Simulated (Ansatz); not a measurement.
WI₂O₂ (space group Immm, No. 71). Coordinates: a calculation's input that goes back to an entry of the Crystallography Open Database (an earlier step may have relaxed or displaced it).

```
W I O
1.0
     3.74840    0.00000    0.00000
     0.00000    3.90490    0.00000
     0.00000    0.00000   16.62830
W I O
2 4 4
Direct
  0.00000 0.00000 0.00000
  0.50000 0.50000 0.50000
  0.50000 0.50000 0.66072
  0.00000 0.00000 0.83928
  0.00000 0.00000 0.16072
  0.50000 0.50000 0.33928
  0.00000 0.50000 0.00000
  0.50000 0.00000 0.00000
  0.50000 0.00000 0.50000
  0.00000 0.50000 0.50000
```

Describe how the polyhedra about W are linked (bonds: I–W below 3 Å and O–W below 2.2 Å).

W: WI2O4 octahedron, sharing corners with four neighbours.

They form layers of corner-sharing octahedra parallel to (001).

Centre to centre across a shared corner: 3.75 to 3.90 Å.

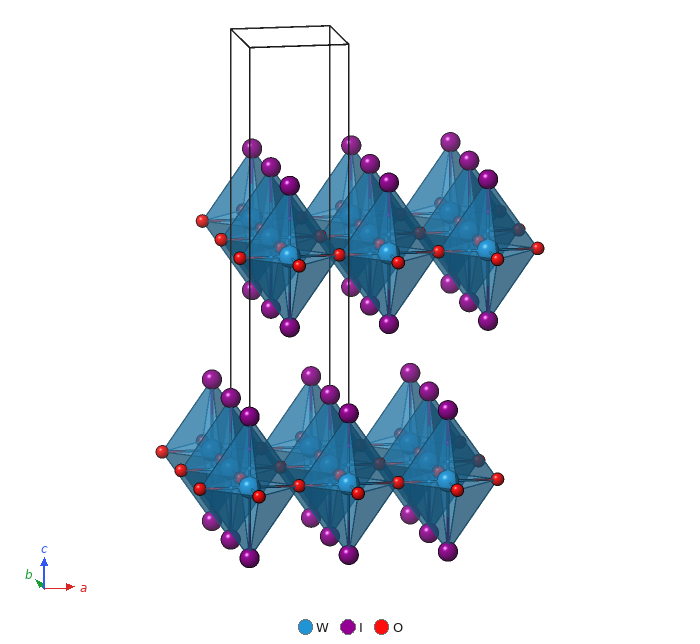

Polyhedra are drawn about W (bonds: I–W below 3 Å and O–W below 2.2 Å); other atoms are plain spheres.
